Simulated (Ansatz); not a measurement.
**ZnCu (CsCl type): frozen-phonon scan**

Relaxed ZnCu (CsCl type):

```
ZnCu
1.0
    5.83761     0.00000     0.00000
    2.91880     2.91880     0.00000
    2.91880     0.00000     2.91880
Zn Cu
2 2
Direct
  0.00000   0.00000   0.00000
  0.50000   0.00000   0.00000
  0.75000   0.50000   0.50000
  0.25000   0.50000   0.50000
```

A phonon eigenvector at R = (0.5, 0.5, 0.5) is frozen into this cell: atom i moves by Q times the vector below, so Q is the largest atomic displacement, in Å. The cell is held. It is one choice among 3 degenerate patterns. (q is in reciprocal vectors of the primitive cell; the cell shown is doubled to hold the pattern.)

```tsv
atom	x	y	z
Zn1	0.000	0.000	1.000
Zn2	0.000	0.000	-1.000
```

Atoms not listed stay in place.

These are r2SCAN (plane waves to 500 eV, PAW, scalar-relativistic; Ansatz, a first-principles code) values and carry that method's errors. k mesh 16×16×16 (Γ-centred), Fermi-Dirac smearing 0.05 eV. The energy includes the smearing's −TS. With partly filled bands, energies and forces of such displacements shift with the k mesh and the smearing. ZnCu is run without spin polarisation. ZnCu was relaxed with its symmetry unable to fall. ΔE is measured from the undisplaced structure.

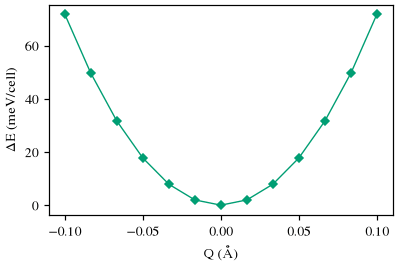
ΔE (meV/cell) against Q (Å); markers are the computed points, lines only join them.

The energy at Q = 0.100 Å comes out as 72 meV/cell. Space group of the distorted cell: I4/mmm (No. 139), lowered from Pm-3m. Wavenumber by perturbation theory (DFPT, on another k mesh): 172 cm⁻¹. Symmetry of the curve: even: the same for both signs. Shape of the curve: a single well with its minimum at or next to zero displacement.

(For displaced atoms, the force is minus the slope of the energy, and its curvature is a force constant, which sets phonon frequencies.)
